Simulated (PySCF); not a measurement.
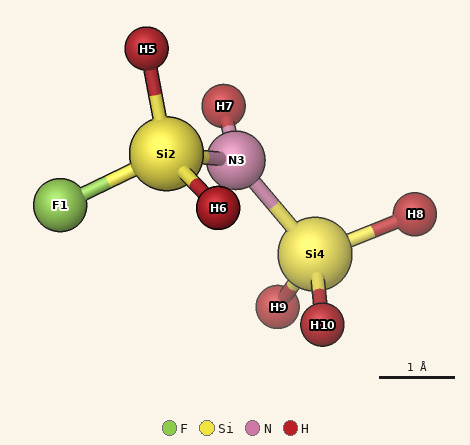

Figure 1. The input geometry (ball-and-stick view, seen at a tilt; atoms are numbered from 1 in the order of the input).

## Run report: Si2NH6F, single-point calculation

The run: single-point calculation of Si2NH6F, SMILES F[SiH2]N[SiH3]. Method and program: TPSS/cc-pVDZ, RKS (PySCF 2.14.0).

The geometry comes from this level: PBE0-D4/def2-TZVP.

The input (calc.py):
```python
# F[SiH2]N[SiH3]
from pyscf import gto, dft

mol = gto.M(
    atom='''
F       -1.561500       0.994300      -1.776700
Si      -0.375000       1.301800      -0.745900
N        0.514800      -0.094800      -0.335900
Si       0.194800      -1.236100       0.928700
H        0.517200       2.267200      -1.426700
H       -1.010100       1.839400       0.475900
H        1.264300      -0.336200      -0.970000
H        1.391500      -1.422100       1.791600
H       -0.186300      -2.569800       0.392000
H       -0.924400      -0.683300       1.730300
''',
    charge=0,
    max_memory=1860,
    basis='cc-pvdz',
    verbose=3,
    spin=0,
)

mf = dft.RKS(mol, xc='tpss')
mf.conv_tol = 1e-10
mf.grids.level = 5
mf.kernel()
if not mf.converged:
    mf = mf.newton().run(mf.mo_coeff, mf.mo_occ)

energy = mf.e_tot
print('E = %.10f Eh' % energy)
```

Run as:
```bash
OMP_NUM_THREADS=1 python calc.py
```

Log:
```
converged SCF energy = -737.343115427149
E = -737.3431154271 Eh
```

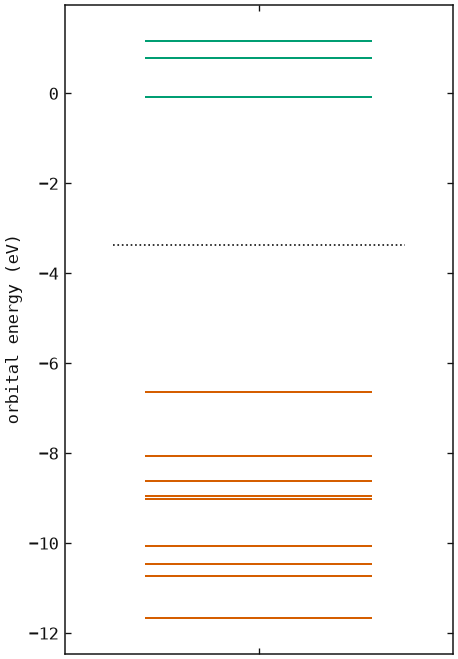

Figure 2. Orbital energies near the frontier; the dotted line parts filled from empty levels, and levels within 0.02 eV of each other stand side by side. Highest filled −6.65 eV, lowest empty −0.09 eV, 6.56 eV apart.

Results in brief:

```csv
quantity,value
outcome,converged
total energy,−737.343115 hartree
basis functions,94
HOMO,−6.65 eV
LUMO,−0.09 eV
dipole moment,1.68 D
hardware,"1 thread of Intel Xeon @ 2.70GHz, 189 GiB of memory available, shared host"
wall time,38 s
peak memory,0.51 GiB
```
